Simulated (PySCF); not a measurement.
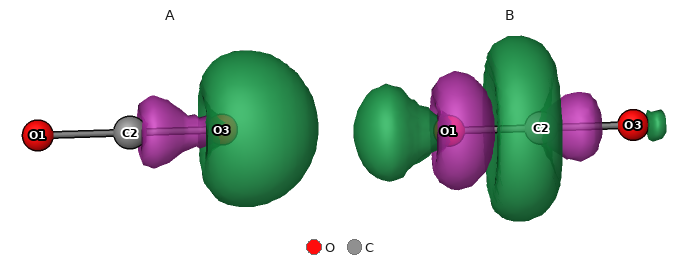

Figure 1: CO$_{2}$, SMILES `O=C=O`. Intrinsic bond orbitals (IBO), occupied and valence-virtual; each surface holds about 85 % of the orbital's density. Energies are diagonal elements of the Fock matrix.

Method: LDA (SVWN)/def2-SVP; geometry: GFN2-xTB; program: PySCF. No frequency check shows the geometry to be a minimum.

The calculation's input:

```python
import numpy as np
from pyscf import gto, scf, dft, lo
from pyscf.data.elements import chemcore

def solve(mol, dm0=None, hcore=None):
    mf = (dft.UKS if mol.spin else dft.RKS)(mol, xc='svwn')
    mf.grids.level = 3
    mf = mf.density_fit(auxbasis='def2-universal-jkfit')
    mf.conv_tol, mf.max_cycle = 1e-8, 80
    if hcore is not None:
        mf.get_hcore = lambda *args: hcore
    mf.kernel(dm0)
    if not mf.converged:
        mf = mf.newton().run(mf.mo_coeff, mf.mo_occ, max_cycle=30)
    assert mf.converged, 'SCF not converged'
    return mf

mol = gto.M(atom='''
O     -1.14366     0.00005     0.00000
C      0.00000    -0.00013     0.00000
O      1.14366     0.00005     0.00000
''', basis='def2-svp', charge=0, spin=0, verbose=4)
mf = solve(mol)
occ_all = mf.mo_coeff[:, mf.mo_occ > 0]
occ = occ_all[:, chemcore(mol):]
loc = lo.ibo.ibo(mol, occ, iaos=lo.iao.iao(mol, occ_all))
fock, s = mf.get_fock(), mf.get_ovlp()
ortho = lo.orth_ao(mol, 'meta_lowdin')
ortho = lo.vec_lowdin(lo.iao.iao(mol, occ_all), s)
labels = lo.iao.reference_mol(mol).ao_labels(fmt=None)
vir = lo.vvo.livvo(mol, occ_all, mf.mo_coeff[:, mf.mo_occ == 0])
both = np.hstack([loc, vir])
p = (ortho.T @ s @ both) ** 2
pop = np.array([p[[l[0] == a for l in labels]].sum(0) for a in range(mol.natm)])
spd = np.array([[p[[l[0] == a and l[2][-1] == k for l in labels]].sum(0) for k in 'spd'] for a in range(mol.natm)])
eps = np.einsum('pi,pq,qi->i', both, fock, both)
for i in np.argsort(eps):
    top = np.argsort(-pop[:, i])[:3]
    print('%3d %s %9.4f Eh ' % (i + 1, 'occ' if i < loc.shape[1] else 'vir', eps[i]), '  '.join('%s%d %.3f' % (mol.atom_symbol(a), a + 1, pop[a, i]) for a in top))
np.savez('result.npz', c=both, nocc=loc.shape[1], pop=pop, spd=spd, eps=eps, e=mf.e_tot)
```

Run with:

```sh
OMP_NUM_THREADS=1 python input.py
```

The run took 1.4 s on 1 thread of Arm Neoverse V2, on a shared host, peak memory 0.21 GiB.

What does each orbital represent in a Lewis picture?

By panel:
- A: lone pair on O3 (sp0.9-type) (O3 99 %; −14.2 eV)
- B: σ* orbital C2–O1 (C2 60 %, O1 40 %; 14.3 eV)

How do all the valence pairs divide up?

8 pairs: 4 two-centre π bonds, 2 σ bonds and 2 lone pairs.
